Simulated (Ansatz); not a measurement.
Structure data:

```
B N
1.0
     2.55394    0.00000    0.00000
    -1.27697    2.21178    0.00000
     0.00000    0.00000    4.22685
B N
2 2
Direct
  0.66667 0.33333 0.99972
  0.33333 0.66667 0.49972
  0.66667 0.33333 0.62528
  0.33333 0.66667 0.12528
```

What crystal do these data define?

It has the composition BN. The lattice is primitive hexagonal and the space group P6_3mc (No. 186). This arrangement goes by the name wurtzite. Atoms per cell: 4 (2 B, 2 N). The polyhedra are BN4 tetrahedra; they share corners. B is coordinated by four N in a tetrahedral arrangement at 1.57 to 1.58 Å. Around each N lie four B in a tetrahedral arrangement at 1.57 to 1.58 Å. The bonds build a three-dimensional framework.

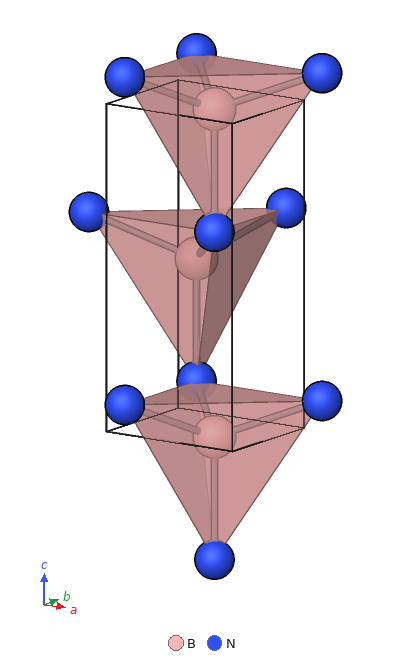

Polyhedral representation of a periodic structure, projected slightly off an axis. The edges of the conventional unit cell are marked. Some atoms of the next cells are drawn as well. Colours: boron pink, nitrogen blue.

Starting structure: a structure listed in the Materials Project. Earlier steps of the study, as a rule a relaxation of our own, may have changed the cell and positions, so they can lie some per cent off the listed ones. A calculation with Ansatz used it as input.

At this level of theory the run's own cell isn't at rest (stretched, at -5 GPa), so its distances can differ from those at equilibrium, the more so the softer the solid.
